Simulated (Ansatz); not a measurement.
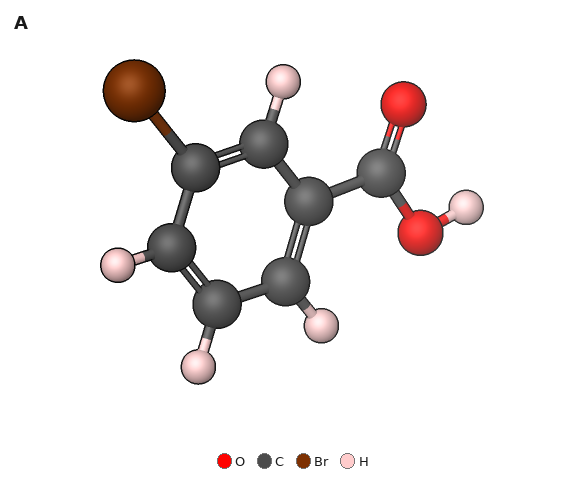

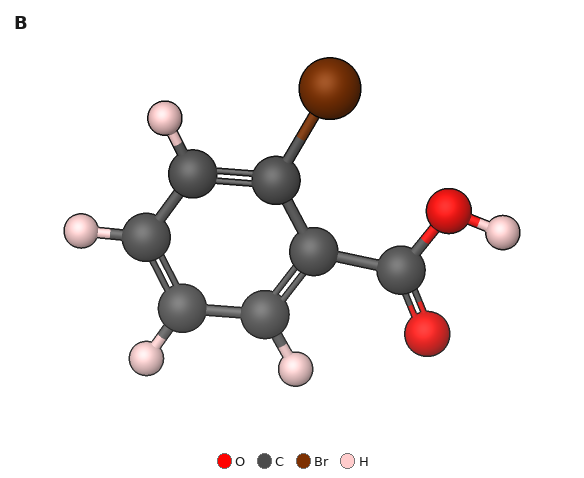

2 stationary structures of one formula. Geometries: PBE-D4/def2-SVP. Electronic energies: PBE-D4/def2-SVP (Ansatz 0.2.0), without zero-point energy. No frequency run is at hand to confirm each as a minimum. Each is one conformer, not always the lowest.

Question: How are they related?

Answer: They are constitutional isomers of C7H5BrO2: A `O=C(O)c1cccc(Br)c1`, B `O=C(O)c1ccccc1Br`.

Question: Which structure is the most stable?

Answer: A is lowest; B lies 20.0 kJ/mol above it.
